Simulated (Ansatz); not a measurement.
**AlF₃ (singlet): PBE, r2SCAN, PBE0, B3LYP, r2SCAN0, wB97M-V, B2PLYP, RPA-PBE over displaced geometries, cc-pVDZ**

Aim: run AlF₃ (singlet) with these functionals over displaced geometries, and hold them against the top wave-function level at the same points.

The runs use Ansatz 0.2.0, Gaussian basis; cc-pVDZ, all electrons in the functionals, frozen cores in the correlation of double hybrids and RPA.

Plan: PBE, r2SCAN, PBE0, B3LYP, r2SCAN0, wB97M-V, B2PLYP, RPA-PBE, at charge 0, singlet; displaced geometry v1; displaced geometry v2 (not every functional at every point).

9 further runs of the same task are left out: 5 that didn't finish, 4 set aside as unsound or not needed.

### 1 The geometry

The geometry is a PBE0/def2-TZVP stationary point (not a proven minimum).

4 atoms, charge 0, spin multiplicity 1.

Atoms are counted from 1 here; the program's logs count them from 0.

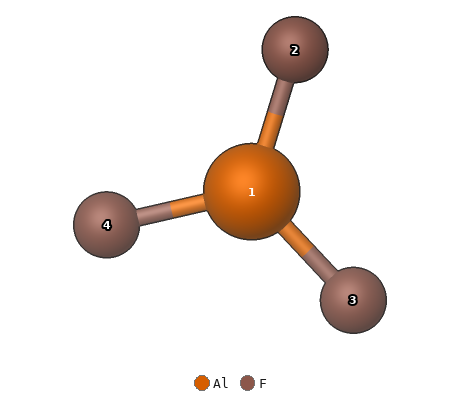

The geometry (aluminium orange, fluorine brown); atoms are numbered from 1 in the order of the file.

No dispersion term is added; wB97M-V holds VV10 nonlocal correlation. B3LYP takes the VWN-RPA correlation.

The geometry shown and the zero of energy belong to the point charge 0, singlet. The yardstick, RCCSDT(Q), and other wave-function levels (R restricted, U unrestricted, valence and pair active spaces) come from earlier runs.

### 2 PBE, charge 0, singlet

in.yaml reads:

```yaml
crystal:
  periodic: [false, false, false]
  atoms:
    - {symbol: Al, position_ang: [0.000000, 0.000000, 0.000000]}
    - {symbol: F, position_ang: [1.628998, 0.012702, -0.000133]}
    - {symbol: F, position_ang: [-0.825499, 1.404401, -0.002533]}
    - {symbol: F, position_ang: [-0.803499, -1.417102, 0.002667]}
basis:
  gaussian: {orbitals: cc-pVDZ}
hamiltonian: {xc: {name: PBE}}
output: {orbitals: {seedname: orbitals}}
```

Run with:

```bash
> ansatz run in.yaml --threads 1 --pin off --events-out ev --progress --plain --max-ram 2393MiB
```

Log:

```text
Functional definition: PBE
  name "PBE"
  cite "Perdew, Burke & Ernzerhof, Phys. Rev. Lett. 77, 3865 (1996) doi:10.1103/PhysRevLett.77.3865"
  parent pbe
  parameter kappa = 0.804
  parameter beta = 0.06672455060314922
  exchange = pbe_x(kappa = kappa, mu = beta*pi^2/3)
  correlation = pbe_c(beta = beta)
661 factors; their error is unknown
mean field evaluation 1: about -14735.8016 eV, gradient 6.1e1 eV
mean field evaluation 2: about -14713.7417 eV, gradient 1.3e2 eV
mean field evaluation 4: about -14741.5439 eV, gradient 1.0e0 eV
mean field evaluation 8: about -14741.5054 eV, gradient 1.0e-2 eV
mean field -14741.50542053 eV, -541.7403320534 hartree, gradient 2.1e-5 eV, S^2 0.000000; 0 other end points of the search recorded, 0 dependent functions left out
reference -14741.50546428 eV, -541.7403336610 hartree; 20, 20 occupied and 40, 40 virtual orbitals, 661 factors
Total energy: -14741.50546428 eV, -541.7403336610 hartree
```

It took 0.81 s on 1 thread of Arm Neoverse V1, shared host.

### 3 PBE, displaced geometry v1

in.yaml reads:

```yaml
crystal:
  periodic: [false, false, false]
  atoms:
    - {symbol: Al, position_ang: [0.002115, -0.001669, 0.020108]}
    - {symbol: F, position_ang: [1.630280, -0.005110, 0.008822]}
    - {symbol: F, position_ang: [-0.776253, 1.445899, -0.036191]}
    - {symbol: F, position_ang: [-0.857030, -1.438418, -0.001189]}
basis:
  gaussian: {orbitals: cc-pVDZ}
hamiltonian: {xc: {name: PBE}}
output: {orbitals: {seedname: orbitals}}
```

Launched as before.

Log:

```text
Functional definition: PBE
  name "PBE"
  cite "Perdew, Burke & Ernzerhof, Phys. Rev. Lett. 77, 3865 (1996) doi:10.1103/PhysRevLett.77.3865"
  parent pbe
  parameter kappa = 0.804
  parameter beta = 0.06672455060314922
  exchange = pbe_x(kappa = kappa, mu = beta*pi^2/3)
  correlation = pbe_c(beta = beta)
661 factors; their error is unknown
mean field evaluation 1: about -14735.8714 eV, gradient 6.1e1 eV
mean field evaluation 2: about -14712.5403 eV, gradient 1.4e2 eV
mean field evaluation 4: about -14741.5972 eV, gradient 3.7e0 eV
mean field evaluation 8: about -14741.6199 eV, gradient 7.1e-2 eV
mean field -14741.57847328 eV, -541.7430166924 hartree, gradient 4.6e-5 eV, S^2 0.000000; 0 other end points of the search recorded, 0 dependent functions left out
reference -14741.57851685 eV, -541.7430182936 hartree; 20, 20 occupied and 40, 40 virtual orbitals, 661 factors
Total energy: -14741.57851685 eV, -541.7430182936 hartree
```

Run time: 0.9 s. Hardware: 1 thread of Arm Neoverse V1, shared host.

From charge 0, singlet: -1.7 kcal/mol.

### 4 PBE, displaced geometry v2

in.yaml reads:

```yaml
crystal:
  periodic: [false, false, false]
  atoms:
    - {symbol: Al, position_ang: [0.058430, 0.021491, -0.008288]}
    - {symbol: F, position_ang: [1.522554, 0.042567, 0.003172]}
    - {symbol: F, position_ang: [-0.855323, 1.401842, -0.007408]}
    - {symbol: F, position_ang: [-0.750214, -1.474931, 0.016006]}
basis:
  gaussian: {orbitals: cc-pVDZ}
hamiltonian: {xc: {name: PBE}}
output: {orbitals: {seedname: orbitals}}
```

Same command.

Log:

```text
Functional definition: PBE
  name "PBE"
  cite "Perdew, Burke & Ernzerhof, Phys. Rev. Lett. 77, 3865 (1996) doi:10.1103/PhysRevLett.77.3865"
  parent pbe
  parameter kappa = 0.804
  parameter beta = 0.06672455060314922
  exchange = pbe_x(kappa = kappa, mu = beta*pi^2/3)
  correlation = pbe_c(beta = beta)
661 factors; their error is unknown
mean field evaluation 1: about -14734.6997 eV, gradient 6.2e1 eV
mean field evaluation 2: about -14712.7821 eV, gradient 1.3e2 eV
mean field evaluation 4: about -14740.5806 eV, gradient 6.5e0 eV
mean field evaluation 8: about -14740.6009 eV, gradient 1.0e-1 eV
mean field -14740.60096112 eV, -541.7070937830 hartree, gradient 5.9e-5 eV, S^2 0.000000; 0 other end points of the search recorded, 0 dependent functions left out
reference -14740.60100477 eV, -541.7070953872 hartree; 20, 20 occupied and 40, 40 virtual orbitals, 661 factors
Total energy: -14740.60100477 eV, -541.7070953872 hartree
```

Run time: 0.81 s. Hardware: 1 thread of Arm Neoverse V1, shared host.

From charge 0, singlet: +20.9 kcal/mol.

### 5 r2SCAN, charge 0, singlet

in.yaml reads:

```yaml
crystal:
  periodic: [false, false, false]
  atoms:
    - {symbol: Al, position_ang: [0.000000, 0.000000, 0.000000]}
    - {symbol: F, position_ang: [1.628998, 0.012702, -0.000133]}
    - {symbol: F, position_ang: [-0.825499, 1.404401, -0.002533]}
    - {symbol: F, position_ang: [-0.803499, -1.417102, 0.002667]}
basis:
  gaussian: {orbitals: cc-pVDZ}
hamiltonian: {xc: {name: r2SCAN}}
```

Same command.

Log:

```text
Functional definition: r2SCAN
  name "r2SCAN"
  cite "Furness, Kaplan, Ning, Perdew & Sun, J. Phys. Chem. Lett. 11, 8208 (2020) doi:10.1021/acs.jpclett.0c02405"
  cite "Furness, Kaplan, Ning, Perdew & Sun, J. Phys. Chem. Lett. 11, 9248 (2020) doi:10.1021/acs.jpclett.0c03077"
  parent r2scan
  parameter k0 = 0.174
  parameter k1 = 0.065
  parameter a1 = 4.9479
  exchange = r2scan_x(k0 = k0, k1 = k1, a1 = a1)
  correlation = r2scan_c
661 factors; their error is unknown
mean field evaluation 1: about -14743.8982 eV, gradient 5.9e1 eV
mean field evaluation 2: about -14730.6996 eV, gradient 1.1e2 eV
mean field evaluation 4: about -14749.1825 eV, gradient 5.7e-1 eV
mean field evaluation 8: about -14749.1456 eV, gradient 2.1e-2 eV
mean field -14749.14564479 eV, -542.0211051159 hartree, gradient 9.0e-6 eV, S^2 0.000000; 0 other end points of the search recorded, 0 dependent functions left out
reference -14749.14565927 eV, -542.0211056481 hartree; 20, 20 occupied and 40, 40 virtual orbitals, 661 factors
Total energy: -14749.14565927 eV, -542.0211056481 hartree
```

It took 2.3 s on 1 thread of Arm Neoverse V1, shared host.

### 6 r2SCAN, displaced geometry v1

in.yaml reads:

```yaml
crystal:
  periodic: [false, false, false]
  atoms:
    - {symbol: Al, position_ang: [0.002115, -0.001669, 0.020108]}
    - {symbol: F, position_ang: [1.630280, -0.005110, 0.008822]}
    - {symbol: F, position_ang: [-0.776253, 1.445899, -0.036191]}
    - {symbol: F, position_ang: [-0.857030, -1.438418, -0.001189]}
basis:
  gaussian: {orbitals: cc-pVDZ}
hamiltonian: {xc: {name: r2SCAN}}
```

The command is unchanged.

Log:

```text
Functional definition: r2SCAN
  name "r2SCAN"
  cite "Furness, Kaplan, Ning, Perdew & Sun, J. Phys. Chem. Lett. 11, 8208 (2020) doi:10.1021/acs.jpclett.0c02405"
  cite "Furness, Kaplan, Ning, Perdew & Sun, J. Phys. Chem. Lett. 11, 9248 (2020) doi:10.1021/acs.jpclett.0c03077"
  parent r2scan
  parameter k0 = 0.174
  parameter k1 = 0.065
  parameter a1 = 4.9479
  exchange = r2scan_x(k0 = k0, k1 = k1, a1 = a1)
  correlation = r2scan_c
661 factors; their error is unknown
mean field evaluation 1: about -14743.9251 eV, gradient 5.8e1 eV
mean field evaluation 2: about -14729.8941 eV, gradient 1.1e2 eV
mean field evaluation 4: about -14749.2205 eV, gradient 2.3e0 eV
mean field evaluation 8: about -14749.1928 eV, gradient 2.4e-2 eV
mean field -14749.19277061 eV, -542.0228369581 hartree, gradient 2.3e-5 eV, S^2 0.000000; 0 other end points of the search recorded, 0 dependent functions left out
reference -14749.19278505 eV, -542.0228374888 hartree; 20, 20 occupied and 40, 40 virtual orbitals, 661 factors
Total energy: -14749.19278505 eV, -542.0228374888 hartree
```

Wall time 2.2 s (1 thread of Arm Neoverse V1, shared host).

From charge 0, singlet: -1.1 kcal/mol.

### 7 r2SCAN, displaced geometry v2

in.yaml reads:

```yaml
crystal:
  periodic: [false, false, false]
  atoms:
    - {symbol: Al, position_ang: [0.058430, 0.021491, -0.008288]}
    - {symbol: F, position_ang: [1.522554, 0.042567, 0.003172]}
    - {symbol: F, position_ang: [-0.855323, 1.401842, -0.007408]}
    - {symbol: F, position_ang: [-0.750214, -1.474931, 0.016006]}
basis:
  gaussian: {orbitals: cc-pVDZ}
hamiltonian: {xc: {name: r2SCAN}}
output: {forces: true}
```

The command is unchanged.

Log, shortened:

```text
Functional definition: r2SCAN
  name "r2SCAN"
  cite "Furness, Kaplan, Ning, Perdew & Sun, J. Phys. Chem. Lett. 11, 8208 (2020) doi:10.1021/acs.jpclett.0c02405"
  cite "Furness, Kaplan, Ning, Perdew & Sun, J. Phys. Chem. Lett. 11, 9248 (2020) doi:10.1021/acs.jpclett.0c03077"
  parent r2scan
[...]
661 factors; their error is unknown
[...]
mean field -14748.27537255 eV, -541.9891232012 hartree, gradient 2.1e-5 eV, S^2 0.000000; 0 other end points of the search recorded, 0 dependent functions left out
[...]
reference -14748.27538695 eV, -541.9891237303 hartree; 20, 20 occupied and 40, 40 virtual orbitals, 661 factors
Total energy: -14748.27538695 eV, -541.9891237303 hartree
Atom 0 at     0.058430     0.021491    -0.008288 Å, force   -10.836103    -1.406056    -0.001076 eV/Å
Atom 1 at     1.522554     0.042567     0.003172 Å, force    10.854061     0.244479     0.057051 eV/Å
Atom 2 at    -0.855323     1.401842    -0.007408 Å, force    -0.311408     0.560032    -0.023309 eV/Å
Atom 3 at    -0.750214    -1.474931     0.016006 Å, force     0.293451     0.601545    -0.032665 eV/Å
Dipole moment:     0.134527     0.055210    -0.019494 e Å
```

It took 2.7 s on 1 thread of Arm Neoverse V1, shared host.

From charge 0, singlet: +20.1 kcal/mol.

### 8 PBE0, charge 0, singlet

in.yaml reads:

```yaml
crystal:
  periodic: [false, false, false]
  atoms:
    - {symbol: Al, position_ang: [0.000000, 0.000000, 0.000000]}
    - {symbol: F, position_ang: [1.628998, 0.012702, -0.000133]}
    - {symbol: F, position_ang: [-0.825499, 1.404401, -0.002533]}
    - {symbol: F, position_ang: [-0.803499, -1.417102, 0.002667]}
basis:
  gaussian: {orbitals: cc-pVDZ}
hamiltonian: {xc: {name: PBE0}}
output: {orbitals: {seedname: orbitals}}
```

Launched as before.

Log:

```text
Functional definition: PBE0
  name "PBE0"
  cite "Adamo & Barone, J. Chem. Phys. 110, 6158 (1999) doi:10.1063/1.478522"
  cite "Perdew, Burke & Ernzerhof, Phys. Rev. Lett. 77, 3865 (1996) doi:10.1103/PhysRevLett.77.3865"
  parent pbe
  parameter a = 0.25
  parameter kappa = 0.804
  parameter beta = 0.06672455060314922
  exchange = (1 - a)*pbe_x(kappa = kappa, mu = beta*pi^2/3) + a*exact_x
  correlation = pbe_c(beta = beta)
566 factors; integrals over basis functions are off by at most 4.1e-4 eV
mean field evaluation 1: about -14737.3787 eV, gradient 5.5e1 eV
mean field evaluation 2: about -14731.0810 eV, gradient 8.7e1 eV
mean field evaluation 4: about -14742.1178 eV, gradient 5.5e-1 eV
mean field evaluation 8: about -14742.1911 eV, gradient 2.6e-2 eV
mean field -14742.19105909 eV, -541.7655288057 hartree, gradient 1.1e-5 eV, S^2 0.000000; 0 other end points of the search recorded, 0 dependent functions left out
reference -14742.19109162 eV, -541.7655300012 hartree; 20, 20 occupied and 40, 40 virtual orbitals, 566 factors
Total energy: -14742.19109162 eV, -541.7655300012 hartree
```

It took 1.2 s on 1 thread of Arm Neoverse V1, shared host.

### 9 PBE0, displaced geometry v1

in.yaml reads:

```yaml
crystal:
  periodic: [false, false, false]
  atoms:
    - {symbol: Al, position_ang: [0.002115, -0.001669, 0.020108]}
    - {symbol: F, position_ang: [1.630280, -0.005110, 0.008822]}
    - {symbol: F, position_ang: [-0.776253, 1.445899, -0.036191]}
    - {symbol: F, position_ang: [-0.857030, -1.438418, -0.001189]}
basis:
  gaussian: {orbitals: cc-pVDZ}
hamiltonian: {xc: {name: PBE0}}
output: {orbitals: {seedname: orbitals}}
```

Launched as before.

Log:

```text
Functional definition: PBE0
  name "PBE0"
  cite "Adamo & Barone, J. Chem. Phys. 110, 6158 (1999) doi:10.1063/1.478522"
  cite "Perdew, Burke & Ernzerhof, Phys. Rev. Lett. 77, 3865 (1996) doi:10.1103/PhysRevLett.77.3865"
  parent pbe
  parameter a = 0.25
  parameter kappa = 0.804
  parameter beta = 0.06672455060314922
  exchange = (1 - a)*pbe_x(kappa = kappa, mu = beta*pi^2/3) + a*exact_x
  correlation = pbe_c(beta = beta)
565 factors; integrals over basis functions are off by at most 4.2e-4 eV
mean field evaluation 1: about -14737.3980 eV, gradient 5.5e1 eV
mean field evaluation 2: about -14730.6864 eV, gradient 8.8e1 eV
mean field evaluation 4: about -14742.1615 eV, gradient 9.7e-1 eV
mean field evaluation 8: about -14742.2358 eV, gradient 1.5e-2 eV
mean field -14742.23585607 eV, -541.7671750643 hartree, gradient 1.1e-5 eV, S^2 0.000000; 0 other end points of the search recorded, 0 dependent functions left out
reference -14742.23588862 eV, -541.7671762604 hartree; 20, 20 occupied and 40, 40 virtual orbitals, 565 factors
Total energy: -14742.23588862 eV, -541.7671762604 hartree
```

Wall time 1.2 s (1 thread of Arm Neoverse V1, shared host).

From charge 0, singlet: -1.0 kcal/mol.

### 10 PBE0, displaced geometry v2

in.yaml reads:

```yaml
crystal:
  periodic: [false, false, false]
  atoms:
    - {symbol: Al, position_ang: [0.058430, 0.021491, -0.008288]}
    - {symbol: F, position_ang: [1.522554, 0.042567, 0.003172]}
    - {symbol: F, position_ang: [-0.855323, 1.401842, -0.007408]}
    - {symbol: F, position_ang: [-0.750214, -1.474931, 0.016006]}
basis:
  gaussian: {orbitals: cc-pVDZ}
hamiltonian: {xc: {name: PBE0}}
output: {forces: true, orbitals: {seedname: orbitals}}
```

Same command.

Log, shortened:

```text
Functional definition: PBE0
  name "PBE0"
  cite "Adamo & Barone, J. Chem. Phys. 110, 6158 (1999) doi:10.1063/1.478522"
  cite "Perdew, Burke & Ernzerhof, Phys. Rev. Lett. 77, 3865 (1996) doi:10.1103/PhysRevLett.77.3865"
  parent pbe
[...]
566 factors; integrals over basis functions are off by at most 3.4e-4 eV
[...]
mean field -14741.32356469 eV, -541.7336489744 hartree, gradient 1.0e-5 eV, S^2 0.000000; 0 other end points of the search recorded, 0 dependent functions left out
[...]
reference -14741.32359727 eV, -541.7336501718 hartree; 20, 20 occupied and 40, 40 virtual orbitals, 566 factors
Total energy: -14741.32359727 eV, -541.7336501718 hartree
Atom 0 at     0.058430     0.021491    -0.008288 Å, force   -10.824663    -1.408068     0.000764 eV/Å
Atom 1 at     1.522554     0.042567     0.003172 Å, force    10.803857     0.242855     0.056339 eV/Å
Atom 2 at    -0.855323     1.401842    -0.007408 Å, force    -0.291620     0.529802    -0.023621 eV/Å
Atom 3 at    -0.750214    -1.474931     0.016006 Å, force     0.312427     0.635410    -0.033482 eV/Å
Dipole moment:     0.137171     0.056119    -0.019921 e Å
```

Run time: 1.5 s. Hardware: 1 thread of Arm Neoverse V1, shared host.

From charge 0, singlet: +20.0 kcal/mol.

Orbitals, density, ELF and potential are computed afterwards from the orbital file.

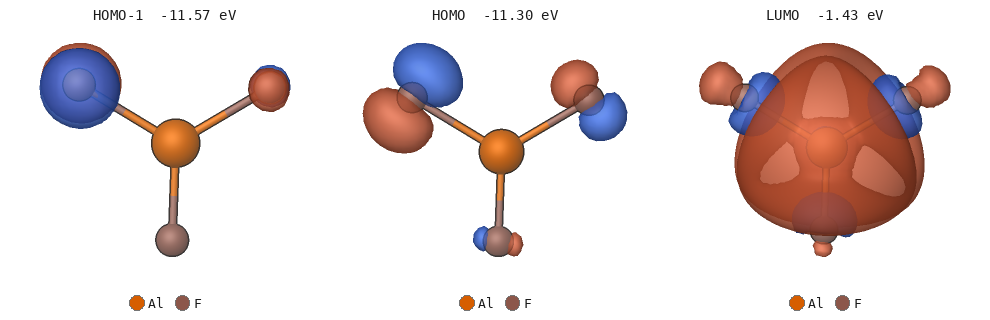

PBE0/cc-pVDZ orbitals near the gap, drawn at the value that encloses 70 % of each; the two colours are the two signs.

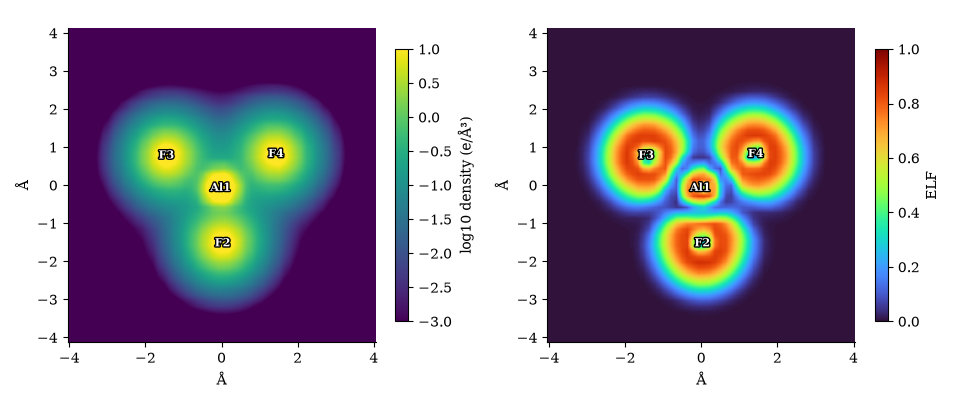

Density (left) and ELF (right) in a plane through or near 4 of the atoms.

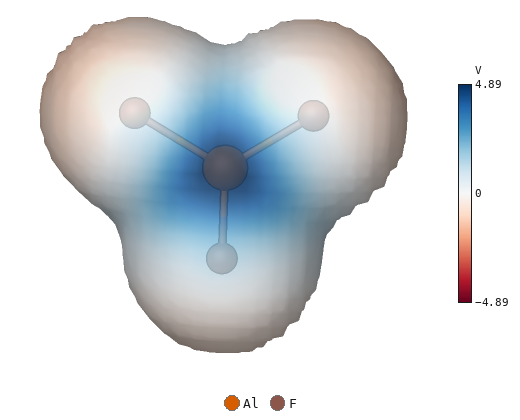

Electrostatic potential on the surface of density 0.002 e/bohr³; red is low, blue high. It runs from -1.15 V near F4 to 4.89 V near Al1.

### 11 B3LYP, charge 0, singlet

in.yaml reads:

```yaml
crystal:
  periodic: [false, false, false]
  atoms:
    - {symbol: Al, position_ang: [0.000000, 0.000000, 0.000000]}
    - {symbol: F, position_ang: [1.628998, 0.012702, -0.000133]}
    - {symbol: F, position_ang: [-0.825499, 1.404401, -0.002533]}
    - {symbol: F, position_ang: [-0.803499, -1.417102, 0.002667]}
basis:
  gaussian: {orbitals: cc-pVDZ}
hamiltonian: {xc: {name: B3LYP}}
```

The command is unchanged.

Log, shortened:

```text
Functional definition: B3LYP
  name "B3LYP"
  cite "Stephens, Devlin, Chabalowski & Frisch, J. Phys. Chem. 98, 11623 (1994) doi:10.1021/j100096a001"
  cite "Becke, Phys. Rev. A 38, 3098 (1988) doi:10.1103/PhysRevA.38.3098"
  cite "Lee, Yang & Parr, Phys. Rev. B 37, 785 (1988) doi:10.1103/PhysRevB.37.785"
  cite "Vosko, Wilk & Nusair, Can. J. Phys. 58, 1200 (1980) doi:10.1139/p80-159"
[...]
566 factors; integrals over basis functions are off by at most 4.1e-4 eV
[...]
mean field -14753.59908243 eV, -542.1847659307 hartree, gradient 2.3e-5 eV, S^2 0.000000; 0 other end points of the search recorded, 0 dependent functions left out
reference -14753.59930443 eV, -542.1847740890 hartree; 20, 20 occupied and 40, 40 virtual orbitals, 566 factors
Total energy: -14753.59930443 eV, -542.1847740890 hartree
```

Run time: 1.2 s. Hardware: 1 thread of Arm Neoverse V1, shared host.

### 12 B3LYP, displaced geometry v1

in.yaml reads:

```yaml
crystal:
  periodic: [false, false, false]
  atoms:
    - {symbol: Al, position_ang: [0.002115, -0.001669, 0.020108]}
    - {symbol: F, position_ang: [1.630280, -0.005110, 0.008822]}
    - {symbol: F, position_ang: [-0.776253, 1.445899, -0.036191]}
    - {symbol: F, position_ang: [-0.857030, -1.438418, -0.001189]}
basis:
  gaussian: {orbitals: cc-pVDZ}
hamiltonian: {xc: {name: B3LYP}}
```

Launched as before.

Log, shortened:

```text
Functional definition: B3LYP
  name "B3LYP"
  cite "Stephens, Devlin, Chabalowski & Frisch, J. Phys. Chem. 98, 11623 (1994) doi:10.1021/j100096a001"
  cite "Becke, Phys. Rev. A 38, 3098 (1988) doi:10.1103/PhysRevA.38.3098"
  cite "Lee, Yang & Parr, Phys. Rev. B 37, 785 (1988) doi:10.1103/PhysRevB.37.785"
  cite "Vosko, Wilk & Nusair, Can. J. Phys. 58, 1200 (1980) doi:10.1139/p80-159"
[...]
565 factors; integrals over basis functions are off by at most 4.2e-4 eV
[...]
mean field -14753.64685759 eV, -542.1865216353 hartree, gradient 1.2e-5 eV, S^2 0.000000; 0 other end points of the search recorded, 0 dependent functions left out
reference -14753.64707952 eV, -542.1865297912 hartree; 20, 20 occupied and 40, 40 virtual orbitals, 565 factors
Total energy: -14753.64707952 eV, -542.1865297912 hartree
```

It took 1.2 s on 1 thread of Arm Neoverse V1, shared host.

From charge 0, singlet: -1.1 kcal/mol.

### 13 B3LYP, displaced geometry v2

in.yaml reads:

```yaml
crystal:
  periodic: [false, false, false]
  atoms:
    - {symbol: Al, position_ang: [0.058430, 0.021491, -0.008288]}
    - {symbol: F, position_ang: [1.522554, 0.042567, 0.003172]}
    - {symbol: F, position_ang: [-0.855323, 1.401842, -0.007408]}
    - {symbol: F, position_ang: [-0.750214, -1.474931, 0.016006]}
basis:
  gaussian: {orbitals: cc-pVDZ}
hamiltonian: {xc: {name: B3LYP}}
```

Same command.

Log, shortened:

```text
Functional definition: B3LYP
  name "B3LYP"
  cite "Stephens, Devlin, Chabalowski & Frisch, J. Phys. Chem. 98, 11623 (1994) doi:10.1021/j100096a001"
  cite "Becke, Phys. Rev. A 38, 3098 (1988) doi:10.1103/PhysRevA.38.3098"
  cite "Lee, Yang & Parr, Phys. Rev. B 37, 785 (1988) doi:10.1103/PhysRevB.37.785"
  cite "Vosko, Wilk & Nusair, Can. J. Phys. 58, 1200 (1980) doi:10.1139/p80-159"
[...]
566 factors; integrals over basis functions are off by at most 3.4e-4 eV
[...]
mean field -14752.72782067 eV, -542.1527476514 hartree, gradient 5.3e-5 eV, S^2 0.000000; 0 other end points of the search recorded, 0 dependent functions left out
reference -14752.72804281 eV, -542.1527558150 hartree; 20, 20 occupied and 40, 40 virtual orbitals, 566 factors
Total energy: -14752.72804281 eV, -542.1527558150 hartree
```

Wall time 1.2 s (1 thread of Arm Neoverse V1, shared host).

From charge 0, singlet: +20.1 kcal/mol.

### 14 r2SCAN0, charge 0, singlet

in.yaml reads:

```yaml
crystal:
  periodic: [false, false, false]
  atoms:
    - {symbol: Al, position_ang: [0.000000, 0.000000, 0.000000]}
    - {symbol: F, position_ang: [1.628998, 0.012702, -0.000133]}
    - {symbol: F, position_ang: [-0.825499, 1.404401, -0.002533]}
    - {symbol: F, position_ang: [-0.803499, -1.417102, 0.002667]}
basis:
  gaussian: {orbitals: cc-pVDZ}
hamiltonian: {xc: {name: r2SCAN0}}
```

Same command.

Log, shortened:

```text
Functional definition: r2SCAN0
  name "r2SCAN0"
  cite "Bursch, Neugebauer, Ehlert & Grimme, J. Chem. Phys. 156, 134105 (2022) doi:10.1063/5.0086040"
  cite "Furness, Kaplan, Ning, Perdew & Sun, J. Phys. Chem. Lett. 11, 8208 (2020) doi:10.1021/acs.jpclett.0c02405"
  cite "Furness, Kaplan, Ning, Perdew & Sun, J. Phys. Chem. Lett. 11, 9248 (2020) doi:10.1021/acs.jpclett.0c03077"
  parent r2scan
[...]
566 factors; integrals over basis functions are off by at most 4.1e-4 eV
[...]
mean field -14747.96995067 eV, -541.9778991542 hartree, gradient 7.9e-6 eV, S^2 0.000000; 0 other end points of the search recorded, 0 dependent functions left out
reference -14747.96996229 eV, -541.9778995809 hartree; 20, 20 occupied and 40, 40 virtual orbitals, 566 factors
Total energy: -14747.96996229 eV, -541.9778995809 hartree
```

Run time: 2.5 s. Hardware: 1 thread of Arm Neoverse V1, shared host.

[end of part 1 of 2]
